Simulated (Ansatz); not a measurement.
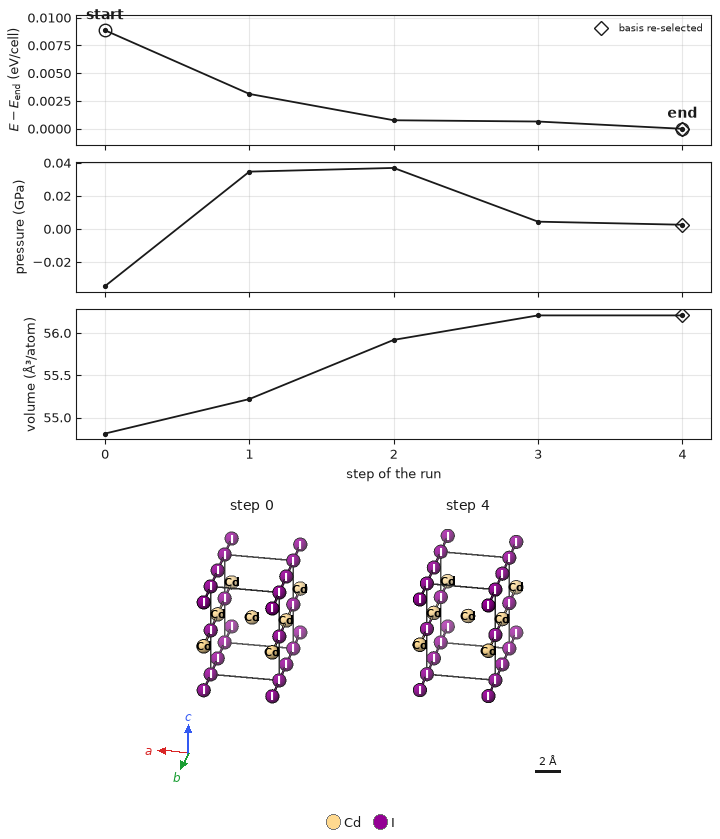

First and last geometry of a relaxation of crystalline Cd2I3 (a generated structure, set up in Pmmm), with the history of the run. Style: ball-and-stick. Shown: the cell of the calculation, from a free direction.

Computed with DFT PBE, scalar-relativistic, plane waves, PAW (Ansatz 0.2.0).

Input
```yaml
crystal:
  lattice:
    - [5.7288247392, 0.0, 0.0]
    - [0.0, 5.9371214607, 0.0]
    - [0.0, 0.0, 8.0573772801]
  atoms:
    - { symbol: Cd, position: [0.5, 0.5, 0.5] }
    - { symbol: Cd, position: [0.0, 0.5, 0.5] }
    - { symbol: I, position: [0.0, 0.0, 0.5] }
    - { symbol: I, position: [0.0, 0.5, 0.0] }
    - { symbol: I, position: [0.0, 0.0, 0.0] }
basis:
  ecutwfc: 420
kpoints:
  mp_grid: { grid: [8, 6, 6] }
hamiltonian:
  xc: pbe
scf:
  occupations: { method: gaussian, width: 0.1 }
output:
  forces: true
  stress: true
  eigenvalues: true
  write_density: true
  write_potential: true
  elf: true
  volumetric_format: npy
relax:
  adjacent_minimum: "off"
  f_tol: 0.01
  max_steps: 80
  cell: { stress_tol: 0.05 }
```

Run as
```bash
ansatz run input.yaml --threads 1 --pin off --max-ram 2560MiB --backend cpu --events-out ev --progress --plain --runs-dir out
```

> Did the run converge, and what did it change?

It converged. After 3 accepted moves (4 points after the start) the energy has fallen by 8.9 meV per cell of the calculation. All forces vanish by symmetry, so only the cell relaxes. Pressure: −0.03 GPa at the start and 0.00 GPa at the end. The SCF was repeated once at an unchanged geometry on a basis and grid sized afresh for the cell, which shifted the energy by 0.7 meV per cell of the calculation at most. The atoms keep their places relative to the cell (all moves are under 0.005 Å). The drawn cell changes as follows: a 5.729 → 5.718 Å (−0.2 %), b 5.937 → 5.913 Å (−0.4 %), c 8.057 → 8.311 Å (+3.2 %); the volume changes by +2.6 %. Near-neighbour distances that change, for instance: I4–I5 2.969 → 2.957 Å, Cd2–I3 2.969 → 2.957 Å, Cd1–Cd2 2.864 → 2.859 Å. The space group stays Pmmm (No. 47). Cost: 2.8 min on 1 thread of AMD EPYC 9R14 (Zen 4), on a shared host, peak memory 1.1 GiB.

Limits of the set-up: an odd number of electrons was run without spin polarisation, which fails if the electron would localise.
